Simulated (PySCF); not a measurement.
**InPH6 (SMILES [PH3+][InH3-]): NEVPT2(6,6)/LANL08 (density fitting with def2-universal-jkfit, core potential, 3 states averaged)**

What is the energy difference between two shapes of InPH6 at NEVPT2(6,6)/LANL08 (density fitting with def2-universal-jkfit, core potential, 3 states averaged)? 

The calculation is run with PySCF 2.14.0.

4 further runs of the same task are left out: 1 that didn't finish, 3 set aside as unsound or not needed.

**1. Starting point**

The species is InPH6 (8 atoms), meant as a singlet with charge 0. SMILES: `[PH3+][InH3-]`. The coordinates come from a PBE0-D4/def2-TZVP relaxation.

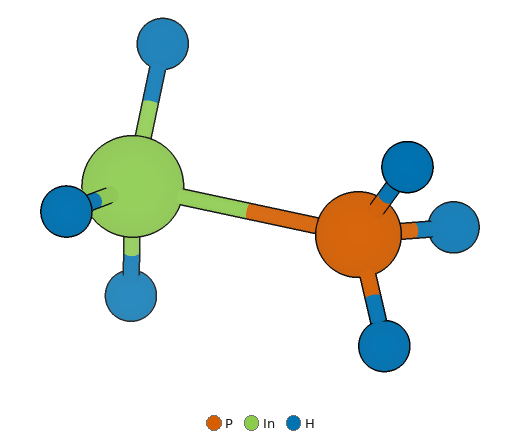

The structure, seen from a chosen angle (phosphorus orange, indium green, hydrogen blue).

**2. The vertical excitations at NEVPT2(6,6)/LANL08 (density fitting with def2-universal-jkfit, core potential, 3 states averaged)**

The input, job.py:

```python
import numpy
from pyscf import gto, scf, mcscf, mrpt

molecule = gto.M(
    atom=[
    ('P', (-0.593300, 0.062600, -1.026600)),
    ('In', (0.822000, -0.099900, 1.362800)),
    ('H', (-1.997500, -0.077200, -1.021800)),
    ('H', (-0.318900, -0.855700, -2.062100)),
    ('H', (-0.526800, 1.240500, -1.800800)),
    ('H', (0.023300, 1.240800, 2.111900)),
    ('H', (2.376100, 0.140700, 0.638900)),
    ('H', (0.307400, -1.708800, 1.741800)),
],
    spin=0,
    verbose=4,
    ecp={'P': 'lanl08', 'In': 'lanl08'},
    max_memory=1860,
    symmetry=True,
    basis={'default': 'lanl08', 'H': '6-311g**'},
    charge=0,
)

hf = scf.RHF(molecule)
hf = hf.density_fit(auxbasis='def2-universal-jkfit')
hf.kernel()

cas = mcscf.CASSCF(hf, 6, 6)
cas.fix_spin_(ss=0.0)
cas = cas.state_average_([1 / 3] * 3)
cas.kernel()
ci2 = mcscf.CASCI(hf, cas.ncas, cas.nelecas)
ci2.fix_spin_(ss=0.0)
ci2.fcisolver.nroots = 3
ci2.kernel(cas.mo_coeff)
states = [ci2.e_tot[i] + mrpt.NEVPT(ci2, root=i).kernel() for i in range(3)]
energy = states[0]
print('Final energy', energy)

roots = (numpy.array(states[1:]) - states[0]) * 27.211386
print('state  energy (Eh)  excitation (eV)')
for i, e in enumerate(states):
    print('%3d %16.8f %9.4f' % (i, e, (e - states[0]) * 27.211386))
```

Command:

```bash
$ OMP_NUM_THREADS=1 python job.py
```

What it wrote:

```text
PySCF version 2.14.0

[INPUT] num. atoms = 8
[INPUT] num. electrons = 14
[INPUT] charge = 0
[INPUT] spin (= nelec alpha-beta = 2S) = 0
[INPUT] symmetry True subgroup None
[INPUT] Mole.unit = angstrom
[INPUT] Symbol           X                Y                Z      unit          X                Y                Z       unit  Magmom
[INPUT]  1 P     -0.593300000000   0.062600000000  -1.026600000000 AA   -1.121174509704   0.118296855398  -1.939992839478 Bohr   0.0
[INPUT]  2 In     0.822000000000  -0.099900000000   1.362800000000 AA    1.553354874392  -0.188783639844   2.575318762557 Bohr   0.0
[INPUT]  3 H     -1.997500000000  -0.077200000000  -1.021800000000 AA   -3.774727933819  -0.145886856816  -1.930922154081 Bohr   0.0
[INPUT]  4 H     -0.318900000000  -0.855700000000  -2.062100000000 AA   -0.602633661124  -1.617038644790  -3.896804241466 Bohr   0.0
[INPUT]  5 H     -0.526800000000   1.240500000000  -1.800800000000 AA   -0.995507722421   2.344205257523  -3.403018805117 Bohr   0.0
[INPUT]  6 H      0.023300000000   1.240800000000   2.111900000000 AA    0.044030618702   2.344772175360   3.990912602469 Bohr   0.0
[INPUT]  7 H      2.376100000000   0.140700000000   0.638900000000 AA    4.490178244579   0.265884465726   1.207346020985 Bohr   0.0
[INPUT]  8 H      0.307400000000  -1.708800000000   1.741800000000 AA    0.580901810691  -3.229164001657   3.291524963767 Bohr   0.0

nuclear repulsion = 17.2721298529648
point group symmetry = C1
symmetry origin: [0. 0. 0.]
symmetry axis x: [1. 0. 0.]
symmetry axis y: [0. 1. 0.]
symmetry axis z: [0. 0. 1.]
num. orbitals of irrep A = 60
number of shells = 36
number of NR pGTOs = 72
number of NR cGTOs = 60
basis = {'default': 'lanl08', 'H': '6-311g**'}
ecp = {'P': 'lanl08', 'In': 'lanl08'}

[... 60 lines left out ...]
sorting_mo_energy = False
[... 42 lines left out ...]
1-step CASSCF converged in  13 macro (196 JK  43 micro) steps
[... 4 lines left out ...]
CASCI state-averaged energy = -11.4260778155977
[... 2 lines left out ...]
  State 1 weight 0.333333  E = -11.350470082062 S^2 = 0.0000000
[... 6 lines left out ...]
sorting_mo_energy = False
[... 15 lines left out ...]
CASCI converged
[... 1 line left out ...]
CASCI state   1  E = -11.3504700811599  E(CI) = -6.32243318621887  S^2 = 0.0000000
[... 6 lines left out ...]
Natural orbital (expansion on meta-Lowdin AOs) in CAS space
[... 97 lines left out ...]
Natural orbital (expansion on meta-Lowdin AOs) in CAS space
[... 97 lines left out ...]
Natural orbital (expansion on meta-Lowdin AOs) in CAS space
[... 15 lines left out ...]
0 P 4pz          0.07475
0 P 5px          0.06287
0 P 5py         -0.03591
0 P 5pz          0.06811
1 In 5s         -0.00804
1 In 6s         -0.00685
1 In 7s          0.00659
1 In 5px        -0.06825
1 In 5py        -0.06148
1 In 5pz         0.03746
1 In 6px        -0.16334
1 In 6py        -0.14454
1 In 6pz         0.08394
1 In 7px        -0.48764
1 In 7py        -0.43445
1 In 7pz         0.24285
2 H 1s          -0.07342
2 H 2s          -0.00615
2 H 3s           0.03354
2 H 2px         -0.01995
2 H 2py         -0.00329
2 H 2pz          0.00439
3 H 1s           0.00717
3 H 2s          -0.00892
3 H 3s          -0.00210
3 H 2px          0.01264
3 H 2py          0.00336
3 H 2pz          0.00321
4 H 1s           0.03910
4 H 2s           0.01845
4 H 3s          -0.01309
4 H 2px          0.01085
4 H 2py         -0.00157
4 H 2pz         -0.00249
5 H 1s          -0.00180
5 H 2s           0.00338
5 H 3s           0.00118
5 H 2px         -0.06462
5 H 2py         -0.05633
5 H 2pz          0.03505
6 H 1s           0.20183
6 H 2s           0.37210
6 H 3s           0.12694
6 H 2px          0.05005
6 H 2py         -0.04175
6 H 2pz         -0.02447
7 H 1s          -0.20178
7 H 2s          -0.37381
7 H 3s          -0.12278
7 H 2px         -0.02687
7 H 2py          0.06161
7 H 2pz          0.01108
<CAS-nat-orb|mo-hf>  5      4        0.78212699
<CAS-nat-orb|mo-hf>  5      5        0.61786807
<CAS-nat-orb|mo-hf>  6      6        0.64616913
<CAS-nat-orb|mo-hf>  6      7        0.76235291
<CAS-nat-orb|mo-hf>  7      6        0.60580205
<CAS-nat-orb|mo-hf>  7      7       -0.51355420
<CAS-nat-orb|mo-hf>  7      8       -0.56669631
<CAS-nat-orb|mo-hf>  8      6        0.46073012
<CAS-nat-orb|mo-hf>  8      8        0.74990841
<CAS-nat-orb|mo-hf>  9      14      -0.57326944
<CAS-nat-orb|mo-hf>  9      20       0.58652476
<CAS-nat-orb|mo-hf>  10     9        0.55695547
<CAS-nat-orb|mo-hf>  10     22      -0.65896289
Using density fitting integrals for NEVPT2
Sr    (-1)',   E = -0.02235700504034
Si    (+1)',   E = -0.00024980606502
Sijrs (0)  ,   E = -0.08663220591766
Sijr  (+1) ,   E = -0.00355356109072
Srsi  (-1) ,   E = -0.00763991321670
Srs   (-2) ,   E = -0.01904813944468
Sij   (+2) ,   E = -0.00018667126014
Sir   (0)' ,   E = -0.00333356094967
Nevpt2 Energy = -0.143000862984934
Final energy -11.725679511691816
state  energy (Eh)  excitation (eV)
  0     -11.72567951    0.0000
  1     -11.48656661    6.5066
  2     -11.48371067    6.5843
```

Wall time 31 s (1 thread of Arm Neoverse V2, shared host); peak memory 0.16 GiB.

The roots found:

```tsv
excited state	energy (eV)
1	6.507
2	6.584
```

**3. The distorted shape at the same level**

The input, calc.py:

```python
import numpy
from pyscf import gto, scf, mcscf, mrpt

molecule = gto.Mole()
molecule.atom = [
    ('P', (-0.581188, 0.058290, -1.037935)),
    ('In', (0.804866, -0.132814, 1.386119)),
    ('H', (-2.011522, -0.063290, -1.054344)),
    ('H', (-0.324646, -0.860800, -2.061710)),
    ('H', (-0.528791, 1.217882, -1.813745)),
    ('H', (0.010880, 1.255561, 2.096022)),
    ('H', (2.406198, 0.108587, 0.639625)),
    ('H', (0.312345, -1.737451, 1.701058)),
]
molecule.verbose = 4
molecule.basis = {'default': 'lanl08', 'H': '6-311g**'}
molecule.charge = 0
molecule.max_memory = 1860
molecule.symmetry = True
molecule.ecp = {'P': 'lanl08', 'In': 'lanl08'}
molecule.build()

mf = scf.RHF(molecule)
mf = mf.density_fit(auxbasis='def2-universal-jkfit')
mf.kernel()

cas = mcscf.CASSCF(mf, 6, 6)
cas.fix_spin_(ss=0.0)
cas = cas.state_average_([1 / 3] * 3)
cas.kernel()
ci2 = mcscf.CASCI(mf, cas.ncas, cas.nelecas)
ci2.fix_spin_(ss=0.0)
ci2.fcisolver.nroots = 3
ci2.kernel(cas.mo_coeff)
states = [ci2.e_tot[i] + mrpt.NEVPT(ci2, root=i).kernel() for i in range(3)]
e_tot = states[0]
print('E = %.10f Eh' % e_tot)

roots = (numpy.array(states[1:]) - states[0]) * 27.211386
print('state  energy (Eh)  excitation (eV)')
for i, e in enumerate(states):
    print('%3d %16.8f %9.4f' % (i, e, (e - states[0]) * 27.211386))
```

Command:

```bash
$ OMP_NUM_THREADS=1 python calc.py
```

What it wrote:

```text
PySCF version 2.14.0

[INPUT] num. atoms = 8
[INPUT] num. electrons = 14
[INPUT] charge = 0
[INPUT] spin (= nelec alpha-beta = 2S) = 0
[INPUT] symmetry True subgroup None
[INPUT] Mole.unit = angstrom
[INPUT] Symbol           X                Y                Z      unit          X                Y                Z       unit  Magmom
[INPUT]  1 P     -0.581188000000   0.058290000000  -1.037935000000 AA   -1.098286146884   0.110152135801  -1.961412885100 Bohr   0.0
[INPUT]  2 In     0.804866000000  -0.132814000000   1.386119000000 AA    1.520976306974  -0.250982085508   2.619385286056 Bohr   0.0
[INPUT]  3 H     -2.011522000000  -0.063290000000  -1.054344000000 AA   -3.801225673537  -0.119600766424  -1.992421401078 Bohr   0.0
[INPUT]  4 H     -0.324646000000  -0.860800000000  -2.061710000000 AA   -0.613492027436  -1.626676248026  -3.896067248277 Bohr   0.0
[INPUT]  5 H     -0.528791000000   1.217882000000  -1.813745000000 AA   -0.999270167135   2.301463432038  -3.427481309799 Bohr   0.0
[INPUT]  6 H      0.010880000000   1.255561000000   2.096022000000 AA    0.020560220235   2.372666422685   3.960907531063 Bohr   0.0
[INPUT]  7 H      2.406198000000   0.108587000000   0.639625000000 AA    4.547055221476   0.205199690688   1.208716072425 Bohr   0.0
[INPUT]  8 H      0.312345000000  -1.737451000000   1.701058000000 AA    0.590246506377  -3.283306544852   3.214533742000 Bohr   0.0

nuclear repulsion = 17.2213373928119
point group symmetry = C1
symmetry origin: [0. 0. 0.]
symmetry axis x: [1. 0. 0.]
symmetry axis y: [0. 1. 0.]
symmetry axis z: [0. 0. 1.]
num. orbitals of irrep A = 60
number of shells = 36
number of NR pGTOs = 72
number of NR cGTOs = 60
basis = {'default': 'lanl08', 'H': '6-311g**'}
ecp = {'P': 'lanl08', 'In': 'lanl08'}

[... 60 lines left out ...]
sorting_mo_energy = False
[... 42 lines left out ...]
1-step CASSCF converged in  13 macro (216 JK  45 micro) steps
[... 4 lines left out ...]
CASCI state-averaged energy = -11.427736638943
[... 2 lines left out ...]
  State 1 weight 0.333333  E = -11.3568763823838 S^2 = 0.0000000
[... 6 lines left out ...]
sorting_mo_energy = False
[... 15 lines left out ...]
CASCI converged
[... 1 line left out ...]
CASCI state   1  E = -11.3568763814342  E(CI) = -6.31163406543122  S^2 = 0.0000000
[... 6 lines left out ...]
Natural orbital (expansion on meta-Lowdin AOs) in CAS space
[... 94 lines left out ...]
Natural orbital (expansion on meta-Lowdin AOs) in CAS space
[... 96 lines left out ...]
Natural orbital (expansion on meta-Lowdin AOs) in CAS space
[... 13 lines left out ...]
0 P 4px          0.02755
0 P 4py          0.07608
0 P 4pz         -0.08502
0 P 5px          0.02790
0 P 5py          0.03925
0 P 5pz         -0.08227
1 In 5s         -0.11227
1 In 6s          0.02495
1 In 7s          0.04265
1 In 5px         0.07773
1 In 5py        -0.02673
1 In 5pz        -0.05035
1 In 6px         0.19492
1 In 6py        -0.06365
1 In 6pz        -0.10597
1 In 7px         0.56513
1 In 7py        -0.18771
1 In 7pz        -0.34286
2 H 1s           0.09065
2 H 2s           0.00044
2 H 3s          -0.03556
2 H 2px          0.02006
2 H 2py          0.00427
2 H 2pz         -0.00851
3 H 1s          -0.02830
3 H 2s          -0.01625
3 H 3s           0.01301
3 H 2px         -0.01383
3 H 2py         -0.00209
3 H 2pz         -0.00425
4 H 1s           0.00651
4 H 2s           0.00050
4 H 3s          -0.00052
4 H 2px         -0.01690
4 H 2py         -0.00222
4 H 2pz         -0.00300
5 H 1s           0.09989
5 H 2s           0.30627
5 H 3s           0.10643
5 H 2px          0.01586
5 H 2py          0.06905
5 H 2pz          0.00009
6 H 1s          -0.29998
6 H 2s          -0.40334
6 H 3s          -0.12387
6 H 2px         -0.04454
6 H 2py         -0.04423
6 H 2pz          0.01347
7 H 1s          -0.02677
7 H 2s           0.00907
7 H 3s           0.00772
7 H 2px          0.07114
7 H 2py         -0.03481
7 H 2pz         -0.04590
<CAS-nat-orb|mo-hf>  5      4        0.76880620
<CAS-nat-orb|mo-hf>  5      5        0.59830486
<CAS-nat-orb|mo-hf>  6      7        0.96569986
<CAS-nat-orb|mo-hf>  7      6        0.87838237
<CAS-nat-orb|mo-hf>  7      8        0.42065682
<CAS-nat-orb|mo-hf>  8      6       -0.43245765
<CAS-nat-orb|mo-hf>  8      8        0.84743839
<CAS-nat-orb|mo-hf>  9      14       0.55164669
<CAS-nat-orb|mo-hf>  9      20      -0.56321389
<CAS-nat-orb|mo-hf>  10     9        0.48434095
<CAS-nat-orb|mo-hf>  10     22       0.61776016
Using density fitting integrals for NEVPT2
Sr    (-1)',   E = -0.02142481305132
Si    (+1)',   E = -0.00025167552412
Sijrs (0)  ,   E = -0.08700338434099
Sijr  (+1) ,   E = -0.00351917563938
Srsi  (-1) ,   E = -0.00721868371148
Srs   (-2) ,   E = -0.01915242658419
Sij   (+2) ,   E = -0.00019383017469
Sir   (0)' ,   E = -0.00326315054086
Nevpt2 Energy = -0.142027139567027
E = -11.7247671396 Eh
state  energy (Eh)  excitation (eV)
  0     -11.72476714    0.0000
  1     -11.49247586    6.3210
  2     -11.48163560    6.6159
```

Run time: 33 s. Hardware: 1 thread of Arm Neoverse V2, shared host; peak memory 0.16 GiB.

The roots found:

```tsv
excited state	energy (eV)
1	6.321
2	6.616
```

**4. Outcome**

Level: NEVPT2(6,6)/LANL08 (density fitting with def2-universal-jkfit, core potential, 3 states averaged).

| quantity | value |
| --- | --- |
| first shape: energy of the lowest of 3 roots | -11.72568 Eh |
| first shape: dipole moment (Hartree–Fock density) | 4.05 D |
| first shape: HOMO energy (Hartree–Fock orbitals) | -10.45 eV |
| first shape: LUMO energy (Hartree–Fock orbitals) | 2.15 eV |
| first shape: HOMO–LUMO gap (Hartree–Fock orbitals) | 12.60 eV |
| first shape: lowest excitation energy within this active space | 6.51 eV |
| distorted shape: energy of the lowest of 3 roots | -11.72477 Eh |
| distorted shape: dipole moment (Hartree–Fock density) | 3.84 D |
| distorted shape: HOMO energy (Hartree–Fock orbitals) | -10.29 eV |
| distorted shape: LUMO energy (Hartree–Fock orbitals) | 2.10 eV |
| distorted shape: HOMO–LUMO gap (Hartree–Fock orbitals) | 12.39 eV |
| distorted shape: lowest excitation energy within this active space | 6.32 eV |
| energy change with the atoms displaced | 0.025 eV |

What this shows: With the atoms displaced the energy rises by 0.02 eV (0.6 kcal/mol). The first shape isn't relaxed at this level, so the change isn't measured from a minimum. The basis has no diffuse functions, so Rydberg states are missing or pushed up, and the true lowest state may lie lower.
